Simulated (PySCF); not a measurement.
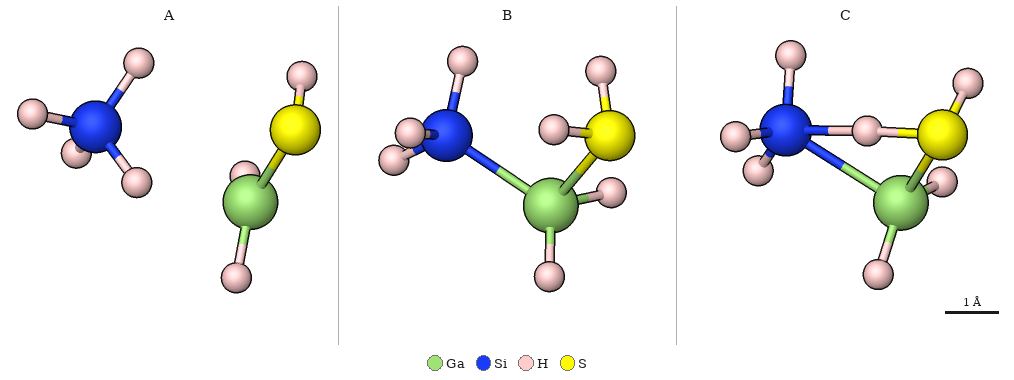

Three geometries of GaSiH7S: a saddle point and the two minima that it joins, in shuffled order. The picture is a ball-and-stick view, seen at a tilt. Sticks join atoms that are closer than about 1.2 times the sum of their covalent radii (a little more with hydrogen).

Stationary points at PBE0-D4/def2-TZVP, single-point energies with wB97M-V (def2-TZVPP where no basis is named; PySCF 2.14.0). The energies are electronic, without zero-point or thermal terms, and both ends are the minima reached downhill from the saddle, with any fragments still in contact.

### Identify the saddle point and describe the reaction.

Frame C is the saddle point. Counted by bonded pieces, B holds GaSiH₇S and A holds GaH₃S + SiH₄. From B over the saddle to A, a bond forms: H–Si (3.50 → 1.91 → 1.50 Å). Bonds break: Ga–Si (2.41 → 2.61 → 3.32 Å), H–S (1.34 → 1.69 → 3.41 Å). Bonds that stay but change much: Ga–S (2.59 → 2.44 → 2.21 Å). The saddle has one imaginary mode, 963i cm⁻¹. With wB97M-V the barrier is 102.3 kJ/mol from B and 151.8 kJ/mol from A, and A lies 49.5 kJ/mol below B.
